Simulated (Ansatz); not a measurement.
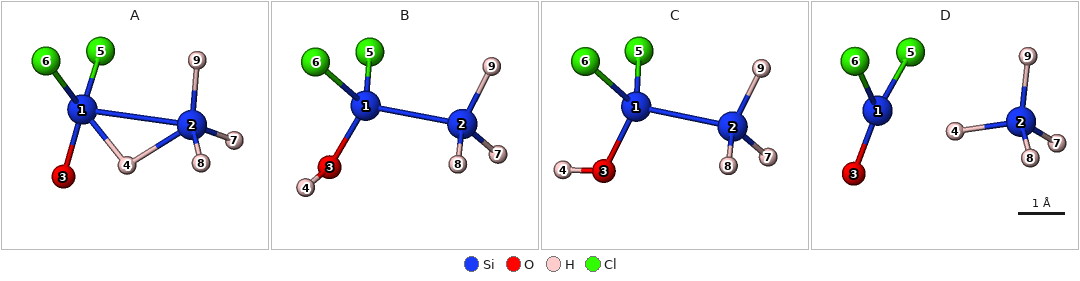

4 geometries from a converged minimum-energy path of Si2H4OCl2, shuffled. The picture is a ball-and-stick view, seen at a tilt.

Computed with Ansatz 0.2.0, RKS r2SCAN-D4/6-31G*. Settings: 9 movable images; climbing image; force threshold 0.05 eV/Å; iteration limit 52; starting path through a guess of the saddle point.

Q: Which frame is the transition state?

A: A. In order along the path, whose images run from 0 to 10: C (image 0, 0.0 kcal/mol), B (image 2, +1.6 kcal/mol), A (image 7, +65.7 kcal/mol), D (image 10, +42.7 kcal/mol). Breaking: O3–H4 (0.97 → 1.54 at the top → 2.63 Å), Si1–Si2 (2.32 → 2.60 at the top → 3.37 Å). Forming: Si2–H4 (4.17 → 1.79 at the top → 1.53 Å).

Cost: 14 min on 2 threads of Arm Neoverse V1, with other jobs on the host, peak memory 0.17 GiB.
